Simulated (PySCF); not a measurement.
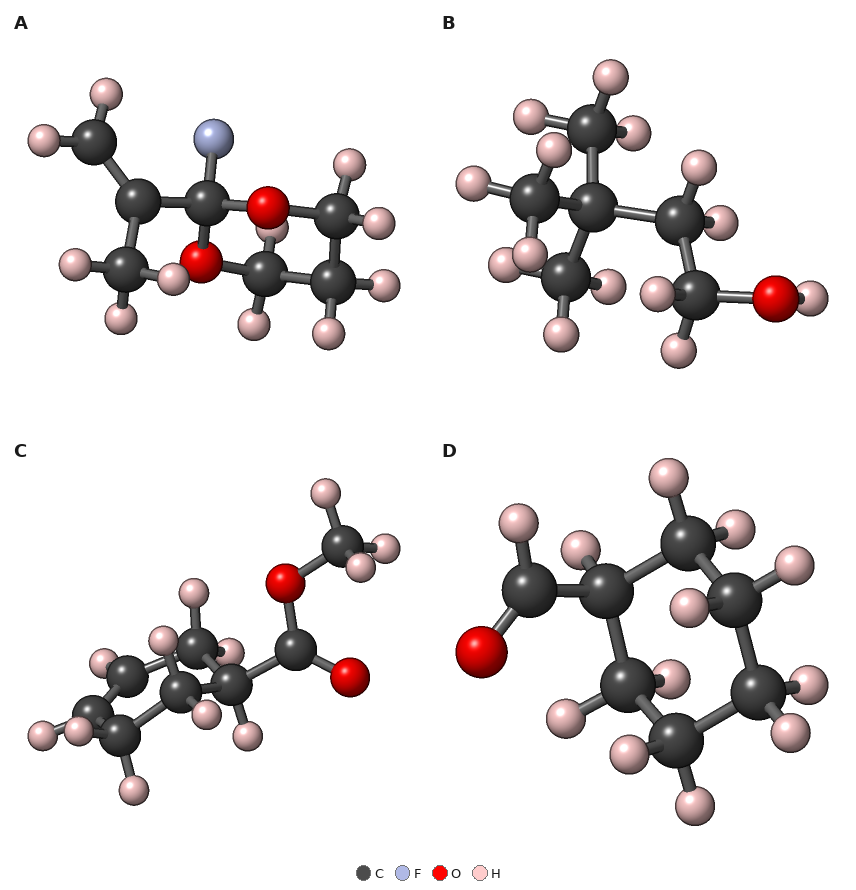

Figure made from data computed with PySCF.

Which panel belongs to which SMILES?
(1) C=C(C)C1(F)OCCCO1
(2) COC(=O)[C@@H]1CC=CCC1
(3) O=CC1CCCCC1
(4) CC(C)(C)CCO

A is (1), B is (4), C is (2), D is (3).
